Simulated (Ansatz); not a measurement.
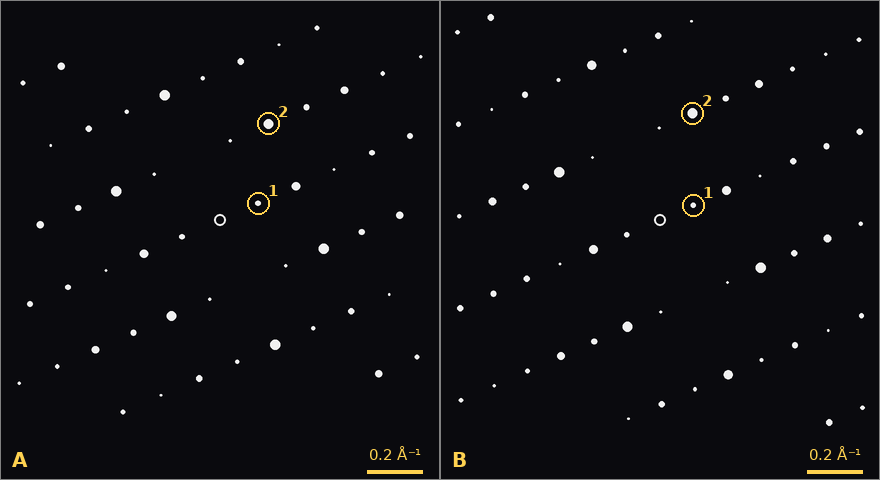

Kinematic electron diffraction patterns (120 kV, B = 0.5 Å², same scale) along [010] of the run's own cell, for the start and the end of one relaxation of Sn3Ir with Ansatz 0.2.0, DFT PBE, scalar-relativistic, plane waves, PAW. k mesh 6×6×10. The start is a generated model structure, and the relaxation ends in the nearest stationary point of its symmetry, not necessarily the ground state. Spot 1 is -1 0 0 and spot 2 is -2 0 1 in both.

Start structure:

```
Sn Ir
1.0
     7.60255    0.00000    0.00000
    -3.80128    6.58400    0.00000
     0.00000    0.00000    4.01033
Sn Ir
6 2
Cartesian
  3.8013 4.0847 1.0026
  -1.6368 5.3344 3.0078
  2.1645 1.2496 1.0026
  0.0000 2.4993 3.0078
  5.4381 1.2496 1.0026
  1.6368 5.3344 3.0078
  0.0000 4.3893 1.0026
  3.8013 2.1947 3.0078
```

Which pattern belongs to the start structure, and which to the relaxed one?

A is the start: its cell gives d(1) = 6.584 Å, d(2) = 2.545 Å and an angle of 39.4°. B is the relaxed structure, with d(1) = 7.516 Å (+14.2 %), d(2) = 2.454 Å (-3.6 %) and 49.2°.

What did the relaxation do to the structure and the energy?

The volume changed by +5.3 % to 26.41 Å³ an atom; with the mean shift removed, the atoms moved by up to 0.02 Å relative to the cell (Sn most); the space group stayed P6_3/mmc (No. 194); the free energy fell by 100 meV an atom. Relaxed cell: a = 8.679 Å, b = 8.679 Å, c = 3.239 Å, α = 90.00°, β = 90.00°, γ = 120.00°.
